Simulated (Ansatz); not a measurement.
## Electronic structure of C8H16GeO4 in real space

```json
{"atom": "Ge", "x (Å)": "0.6809", "y (Å)": "-0.0678", "z (Å)": "0.2403"}
{"atom": "C", "x (Å)": "0.7565", "y (Å)": "-0.3320", "z (Å)": "2.1812"}
{"atom": "C", "x (Å)": "-0.4004", "y (Å)": "-1.1469", "z (Å)": "2.7672"}
{"atom": "H", "x (Å)": "0.8073", "y (Å)": "0.6853", "z (Å)": "2.6242"}
{"atom": "H", "x (Å)": "1.7391", "y (Å)": "-0.8096", "z (Å)": "2.3873"}
{"atom": "H", "x (Å)": "-0.3003", "y (Å)": "-1.2414", "z (Å)": "3.8681"}
{"atom": "H", "x (Å)": "-1.3749", "y (Å)": "-0.6749", "z (Å)": "2.5379"}
{"atom": "H", "x (Å)": "-0.4286", "y (Å)": "-2.1670", "z (Å)": "2.3367"}
{"atom": "C", "x (Å)": "2.3469", "y (Å)": "0.2616", "z (Å)": "-0.7292"}
{"atom": "C", "x (Å)": "3.0427", "y (Å)": "1.5547", "z (Å)": "-0.2902"}
{"atom": "H", "x (Å)": "2.0624", "y (Å)": "0.2894", "z (Å)": "-1.8001"}
{"atom": "H", "x (Å)": "2.9967", "y (Å)": "-0.6271", "z (Å)": "-0.5836"}
{"atom": "H", "x (Å)": "3.9708", "y (Å)": "1.7291", "z (Å)": "-0.8729"}
{"atom": "H", "x (Å)": "2.3851", "y (Å)": "2.4344", "z (Å)": "-0.4399"}
{"atom": "H", "x (Å)": "3.3307", "y (Å)": "1.5324", "z (Å)": "0.7817"}
{"atom": "O", "x (Å)": "-0.2953", "y (Å)": "1.4639", "z (Å)": "-0.1738"}
{"atom": "C", "x (Å)": "-1.6289", "y (Å)": "1.3955", "z (Å)": "-0.0318"}
{"atom": "C", "x (Å)": "-2.3304", "y (Å)": "2.6015", "z (Å)": "-0.6104"}
{"atom": "O", "x (Å)": "-2.1985", "y (Å)": "0.4409", "z (Å)": "0.4808"}
{"atom": "H", "x (Å)": "-3.3866", "y (Å)": "2.6172", "z (Å)": "-0.2901"}
{"atom": "H", "x (Å)": "-2.2824", "y (Å)": "2.5325", "z (Å)": "-1.7165"}
{"atom": "H", "x (Å)": "-1.8150", "y (Å)": "3.5364", "z (Å)": "-0.3185"}
{"atom": "O", "x (Å)": "-0.1255", "y (Å)": "-1.6230", "z (Å)": "-0.3782"}
{"atom": "C", "x (Å)": "-0.6450", "y (Å)": "-1.5790", "z (Å)": "-1.6195"}
{"atom": "C", "x (Å)": "-1.4420", "y (Å)": "-2.8189", "z (Å)": "-1.9486"}
{"atom": "O", "x (Å)": "-0.5047", "y (Å)": "-0.6214", "z (Å)": "-2.3670"}
{"atom": "H", "x (Å)": "-1.6733", "y (Å)": "-2.8466", "z (Å)": "-3.0276"}
{"atom": "H", "x (Å)": "-2.3882", "y (Å)": "-2.7875", "z (Å)": "-1.3704"}
{"atom": "H", "x (Å)": "-0.8991", "y (Å)": "-3.7317", "z (Å)": "-1.6372"}
```

Geometry: PBE-D4/def2-SVP.

Method: RKS PBE0-D4/def2-TZVP (Ansatz 0.2.0).

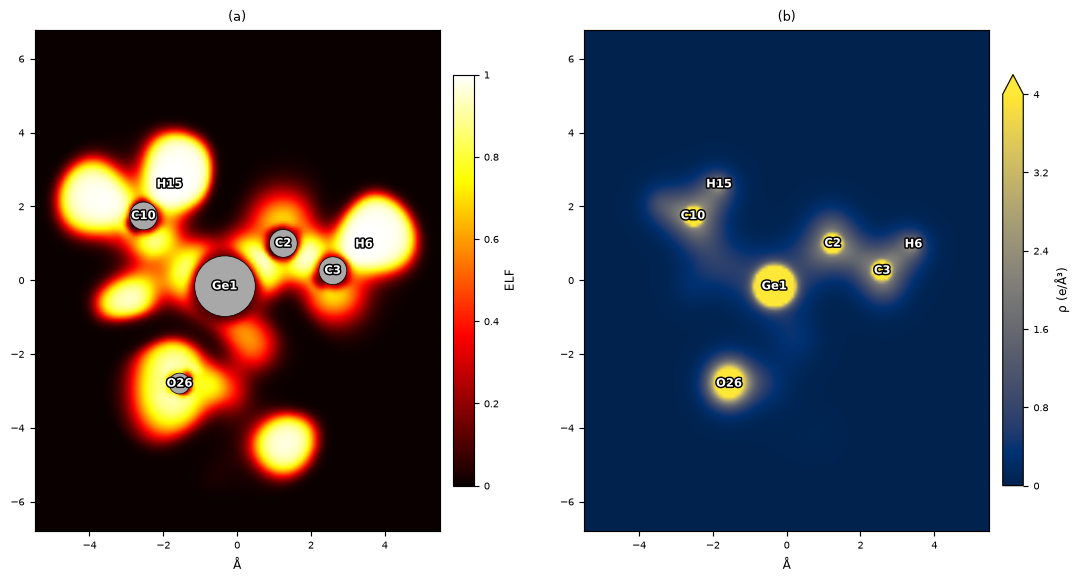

Figure 1. (a) ELF; (b) electron density on the plane of atoms Ge1, C2 and C3. Grey discs cover the atomic cores in the ELF map.

Q: What do the fields say about this system?

A: Atoms in the plane: Ge, C, H and O.
C–C (1.53 Å): the density is about 1.6 e/Å³ at the midpoint; the ELF peaks at about 0.95 between the atoms: a covalent bond.
C–Ge (1.96 Å): ρ at the midpoint is about 0.89 e/Å³; the ELF peaks at about 0.95 in the valence shell of C, 0.7 Å from its nucleus, and is about 0.70 at the midpoint.
C–H (1.11 Å): ρ at the midpoint is about 1.9 e/Å³; the ELF climbs to about 1 towards the hydrogen, as it does in any bond to H: an ordinary covalent bond to hydrogen.
The ELF also peaks beside O26, away from the bonds: lone-pair regions.

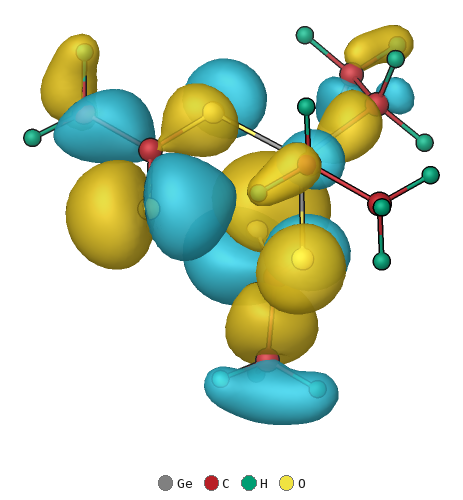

Figure 2. The HOMO at ±0.06 Å⁻³ᐟ² (yellow and cyan are the two phases), seen at a tilt.

Q: Where does this orbital lie, and at what energy?

A: Its weight (Hirshfeld) is mainly on O19 (about 35 %), O26 (about 25 %) and O16 (about 10 %). Its energy is −7.70 eV.
